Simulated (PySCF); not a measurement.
```xyz
16

N    -2.4973   -0.1964    0.3100
C    -1.1526    0.0875    0.1942
C    -0.6616    1.3553    0.3021
C     0.6988    1.6333    0.1058
C     1.5889    0.6035   -0.2070
C     1.1562   -0.6824   -0.3296
S     2.2341   -2.0221   -0.7224
C    -0.2735   -1.0798   -0.1435
H    -2.7437   -1.1420    0.5557
H    -3.0653    0.5147    0.7425
H    -1.3372    2.1636    0.5451
H     1.0596    2.6438    0.2000
H     2.6352    0.8352   -0.3520
H     3.3454   -1.2943   -0.8032
H    -0.3465   -1.8436    0.6490
H    -0.6481   -1.5670   -1.0579
```

Geometry: GFN2-xTB.

Computed with UKS B3LYP, pcH-1 on C H N S, non-relativistic, mean-field spin-orbit, GIAO (PySCF 2.14.0, density-fitted response routines).

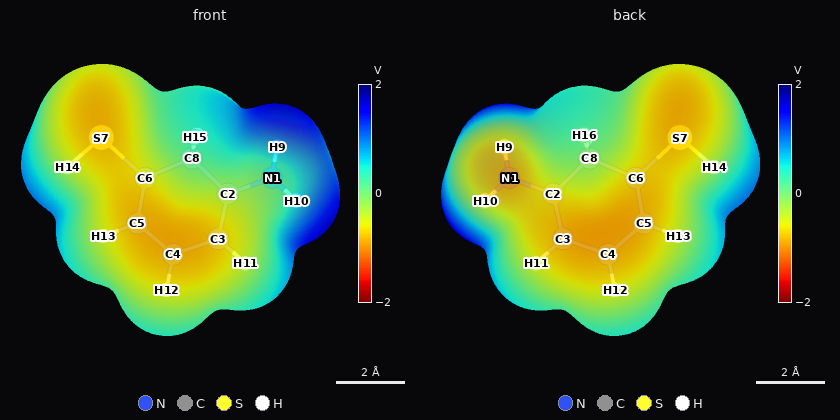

C₆H₈NS (SMILES N[C]1C=CC=C(S)C1) (doublet). The electrostatic potential painted on the density surface at 0.001 e/bohr³, seen from the front and from behind; red is negative and blue positive.

> Where is the surface potential most negative and most positive?

The most negative region (about −0.9 V) lies over N1, C3, C4 and C5, the most positive (about +1.7 V) over H9 and H10.
